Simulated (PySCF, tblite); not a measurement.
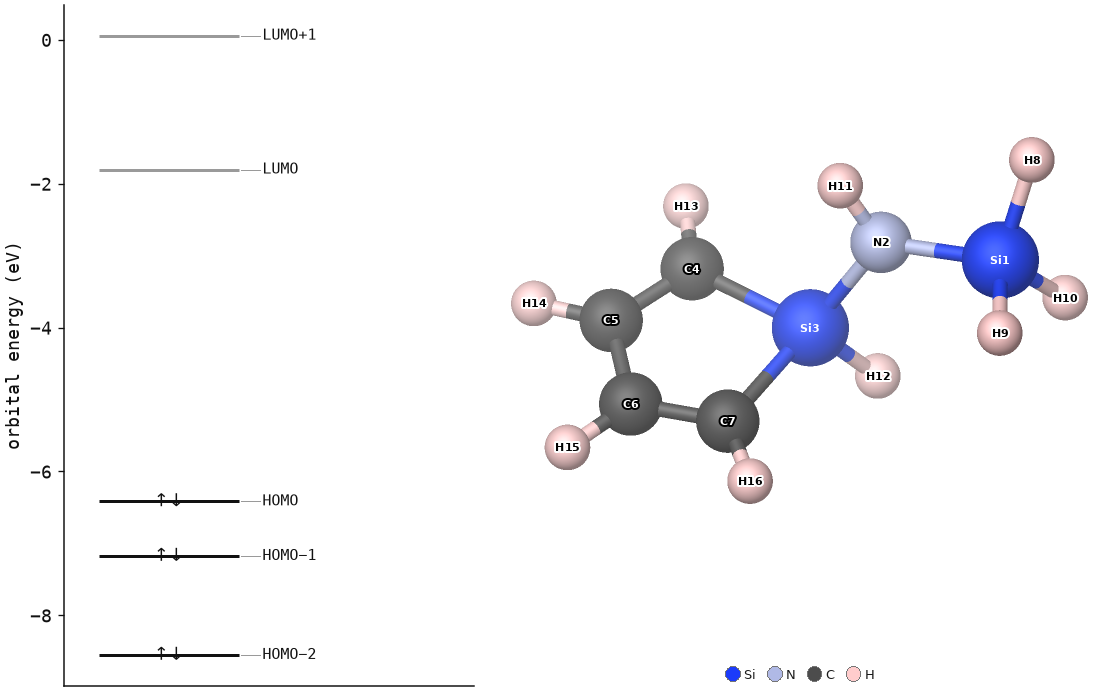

C₄H₉NSi₂, SMILES [SiH3]N[SiH]1C=CC=C1. Kohn-Sham orbital energies near the frontier, B3LYP/def2-SVPD with PySCF, at a GFN2-xTB geometry (a minimum by its frequencies), isolated molecule; empty levels in grey, levels within 0.03 eV side by side.

Where do the frontier orbitals lie?

HOMO at −6.42 eV, LUMO at −1.80 eV, 4.61 eV apart.

On which atoms do HOMO and LUMO mostly sit?

HOMO: C7/C4 25 % each, C6/C5 18 % each. LUMO: C5/C6 18 % each, C7/C4 18 % each (Löwdin shares).

Known limits of this run: the tight-binding geometry is rougher than a DFT one and adds to the error; one conformer of a flexible molecule; empty levels above zero depend strongly on the basis.
